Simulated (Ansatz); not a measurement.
**r2SCAN0/6-31G(d) (spherical functions) run of CCl3F (SMILES FC(Cl)(Cl)Cl)**

What is the energy change on altering one bond length of CCl3F at r2SCAN0/6-31G* (spherical functions)? 

The calculation is run with Ansatz 0.2.0.

51 further runs of the same task are left out: 2 that didn't finish, 49 set aside as unsound or not needed. Runs told in other sessions of the task aren't counted.

## 1. The molecule

The species is CCl3F (5 atoms), meant as a singlet with charge 0. As SMILES, `FC(Cl)(Cl)Cl`. The coordinates come from a PBE0-D4/def2-TZVP relaxation.

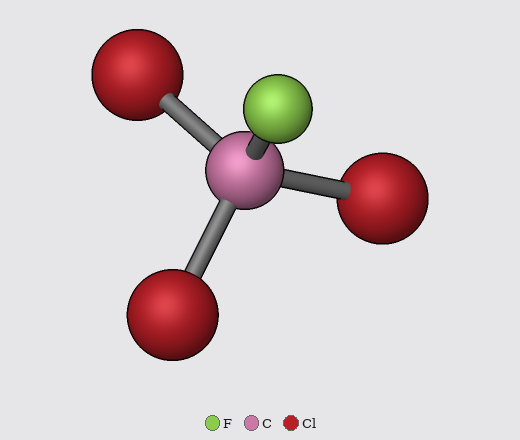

The structure, seen from a chosen angle (fluorine green, carbon pink, chlorine red).

## 2. The energy at r2SCAN0/6-31G(d) (spherical functions)

input.yaml reads:

```yaml
crystal:
  periodic: [false, false, false]
  atoms:
    - {symbol: F, position_ang: [0.911880, -0.820730, 0.677360]}
    - {symbol: C, position_ang: [0.044670, -0.040210, 0.033190]}
    - {symbol: Cl, position_ang: [-1.384510, 0.157610, 1.040990]}
    - {symbol: Cl, position_ang: [-0.379970, -0.814480, -1.489160]}
    - {symbol: Cl, position_ang: [0.807920, 1.517810, -0.262390]}
basis:
  gaussian: {orbitals: 6-31G_st_-spherical.json}
hamiltonian: {xc: {name: r2SCAN0}}
accuracy: high
output: {orbitals: {seedname: orbitals}}
```

The basis set 6-31G* is read from a file made from the Basis Set Exchange's data (not shown).

Launch:

```
$ ansatz run input.yaml --threads 1 --pin off --max-ram 3480MiB --events-out events.jsonl --progress --plain --runs-dir runs
```

Log:

```text
Warning: RAYON_NUM_THREADS=1 ignored (pool sized by the plan → 1); use --threads N
Functional definition: r2SCAN0
  name "r2SCAN0"
  parameter a = 0.25
  parameter k0 = 0.174
  parameter k1 = 0.065
  parameter a1 = 4.9479
  exchange = (1 - a)*r2scan_x(k0 = k0, k1 = k1, a1 = a1) + a*exact_x
  correlation = r2scan_c
1786 factors; integrals over basis functions are off by at most 3.3e-9 eV
mean field evaluation 1: about -41312.9717 eV, gradient 2.7e1 eV
mean field evaluation 2: about -41311.0358 eV, gradient 4.3e1 eV
mean field evaluation 4: about -41314.3705 eV, gradient 1.0e0 eV
mean field evaluation 8: about -41314.5658 eV, gradient 9.3e-2 eV
mean field evaluation 16: about -41314.5659 eV, gradient 2.1e-6 eV
mean field -41314.56586940 eV, -1518.2822916820 hartree, gradient 4.9e-8 eV, S^2 0.000000; 0 other end points of the search recorded, 0 dependent functions left out
reference -41314.56586979 eV, -1518.2822916962 hartree; 33, 33 occupied and 49, 49 virtual orbitals, 1786 factors
Total energy: -41314.56586979 eV, -1518.2822916962 hartree
```

Wall time 18 s (1 thread of Arm Neoverse V2, shared host); peak memory 0.34 GiB.

## 3. The distorted shape at the same level

run.yaml reads:

```yaml
crystal:
  periodic: [false, false, false]
  atoms:
    - {symbol: F, position_ang: [1.041987, -0.937831, 0.774004]}
    - {symbol: C, position_ang: [0.044670, -0.040210, 0.033190]}
    - {symbol: Cl, position_ang: [-1.384510, 0.157610, 1.040990]}
    - {symbol: Cl, position_ang: [-0.379970, -0.814480, -1.489160]}
    - {symbol: Cl, position_ang: [0.807920, 1.517810, -0.262390]}
basis:
  gaussian: {orbitals: 6-31G_st_-spherical.json}
magnetization: {spin_polarized: false}
hamiltonian: {xc: {name: r2SCAN0}}
accuracy: high
output: {orbitals: {seedname: orbitals}}
```

The basis set 6-31G* is read from a file made from the Basis Set Exchange's data (not shown).

Launch:

```
$ ansatz run run.yaml --threads 1 --pin off --max-ram 3480MiB --events-out events.jsonl --progress --plain --runs-dir runs
```

Log, cut to the lines that bear on the results:

```text
Warning: RAYON_NUM_THREADS=1 ignored (pool sized by the plan → 1); use --threads N
[... 8 set-up lines as earlier in the session ...]
1770 factors; integrals over basis functions are off by at most 3.7e-9 eV
mean field evaluation 1: about -41311.8670 eV, gradient 3.2e1 eV
mean field evaluation 2: about -41307.4148 eV, gradient 6.1e1 eV
mean field evaluation 4: about -41313.8018 eV, gradient 7.3e-1 eV
mean field evaluation 8: about -41313.9808 eV, gradient 1.6e-2 eV
mean field evaluation 16: about -41313.9808 eV, gradient 1.5e-6 eV
mean field -41313.98079059 eV, -1518.2607904322 hartree, gradient 5.0e-8 eV, S^2 0.000000; 0 other end points of the search recorded, 0 dependent functions left out
reference -41313.98079098 eV, -1518.2607904465 hartree; 33, 33 occupied and 49, 49 virtual orbitals, 1770 factors
Total energy: -41313.98079098 eV, -1518.2607904465 hartree
```

Wall time 18 s (1 thread of Arm Neoverse V2, shared host); peak memory 0.34 GiB.

## 4. Results

Level: r2SCAN0/6-31G* (spherical functions).

| quantity | value |
| --- | --- |
| first shape: total energy | -1518.28229 Eh |
| first shape: HOMO energy | -9.39 eV |
| first shape: LUMO energy | -1.16 eV |
| first shape: HOMO–LUMO gap | 8.23 eV |
| distorted shape: total energy | -1518.26079 Eh |
| distorted shape: HOMO energy | -9.57 eV |
| distorted shape: LUMO energy | -1.43 eV |
| distorted shape: HOMO–LUMO gap | 8.14 eV |
| energy change with the F1–C2 bond stretched from 1.333 to 1.533 Å | 0.585 eV |

With the F1–C2 bond stretched from 1.333 to 1.533 Å the energy rises by 0.59 eV (56.5 kJ/mol). The first shape isn't relaxed at this level, so the change isn't measured from a minimum.
